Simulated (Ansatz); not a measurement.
## Electronic structure of F3H2NSi···H2O in real space

The calculation's input:

```
crystal:
  periodic: [false, false, false]
  atoms:
    - { symbol: Si, position_ang: [0.40764, -0.380413, -0.320445] }
    - { symbol: O, position_ang: [-0.724955, -0.815865, 2.290018] }
    - { symbol: H, position_ang: [-1.180187, -0.013544, 2.505615] }
    - { symbol: F, position_ang: [1.256509, -0.055962, -1.650033] }
    - { symbol: F, position_ang: [0.104577, 1.05773, 0.331114] }
    - { symbol: F, position_ang: [-0.988319, -1.005755, -0.79436] }
    - { symbol: "N", position_ang: [1.403188, -1.419057, 0.699529] }
    - { symbol: H, position_ang: [0.912571, -2.197377, 1.103348] }
    - { symbol: H, position_ang: [2.245134, -1.73416, 0.249829] }
    - { symbol: H, position_ang: [0.213043, -0.637096, 2.464784] }
basis:
  gaussian: { orbitals: cc-pVDZ }
hamiltonian:
  xc: hf
relax:
  f_tol: 0.03
  max_steps: 50
output:
  orbitals: {}
```

Run with:

```sh
ansatz run input.yaml --threads 2 --pin off --max-ram 3072MiB --backend cpu --events-out ev --progress --plain --runs-dir out
```

The fields are those of the relaxed geometry.

These are results of RHF/cc-pVDZ in Ansatz 0.2.0, not measurements.

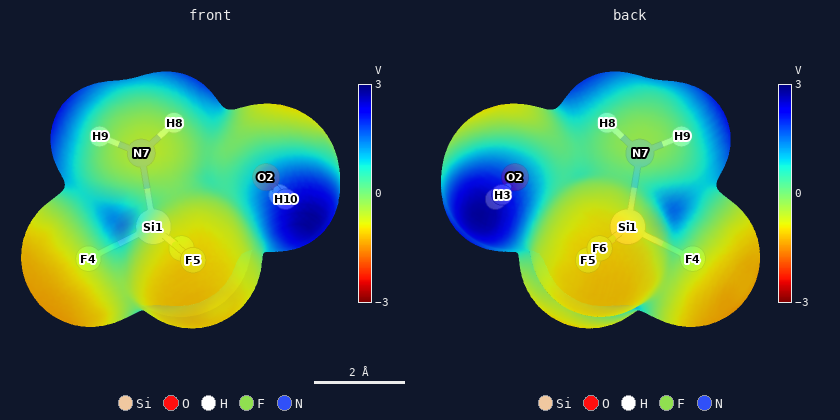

Figure 1. The molecular electrostatic potential painted on the density surface at 0.002 e/bohr³, seen from the front and from behind; the colour scale runs from red (negative) to blue (positive).

### Which sites attract a positive test charge, and which a negative one?

A positive charge is drawn to the negative regions and a negative charge to the positive ones. The most negative region (about −1.4 V, or −32 kcal/mol for a unit charge) lies over F4, the most positive (about +2.8 V, or +65 kcal/mol for a unit charge) over H3 and H10.

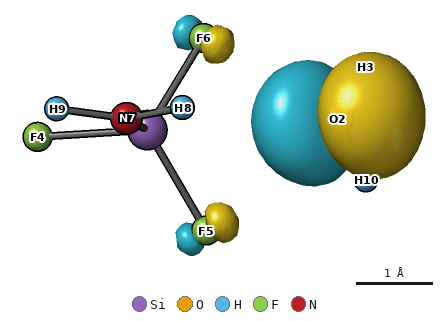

Figure 2. The HOMO−1 at ±0.2 Å⁻³ᐟ² (yellow and cyan are the two phases), seen from one side.

### Describe this orbital and give its energy.

By Hirshfeld shares it lies mainly on O2 (about 80 %); largely a lone pair of O2. Its energy is −14.44 eV.

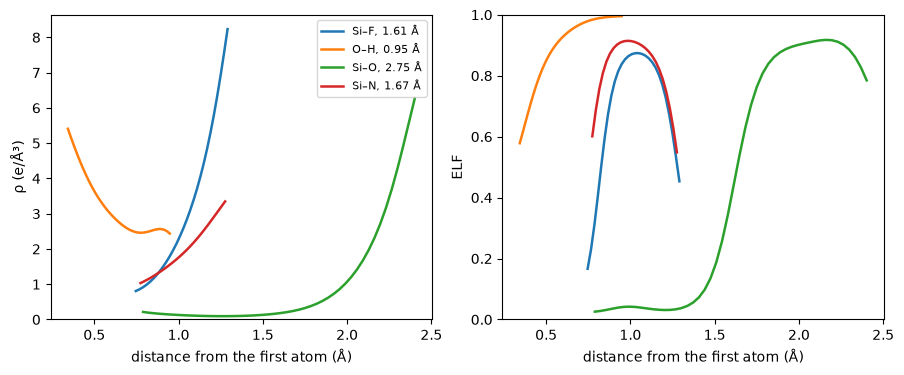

Figure 3. Total electron density and ELF along straight lines between neighbouring atoms. The curves leave out the atomic cores.

### What can be read from the curves?

Si–F (1.61 Å): ρ at the midpoint is about 0.97 e/Å³; the ELF peaks at about 0.85 in the valence shell of F, 0.6 Å from its nucleus, and is about 0.40 at the midpoint.
O–H (0.95 Å): ρ is about 3.9 e/Å³ halfway; the ELF climbs to about 1 towards the hydrogen, as it does in any bond to H (an ordinary covalent bond to hydrogen).
Si1···O2 (2.75 Å): the density falls to about 0.09 e/Å³ on the way; the ELF is about 0.05 at the midpoint.
Si–N (1.67 Å): ρ at the midpoint is about 1.2 e/Å³; the ELF peaks at about 0.90 between the atoms: a shared but strongly polarised pair.

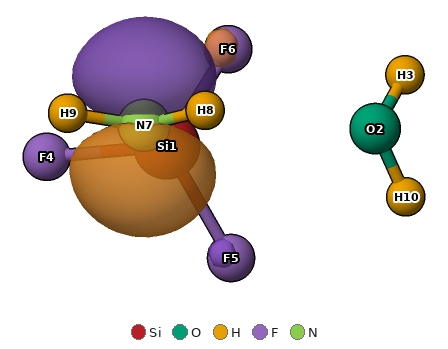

Figure 4. The HOMO at ±0.2 Å⁻³ᐟ² (orange and purple are the two phases), seen from one side.

### What is the character of this orbital?

By Hirshfeld shares it lies mainly on N7 (about 75 %); largely a lone pair of N7. Its energy is −12.09 eV.
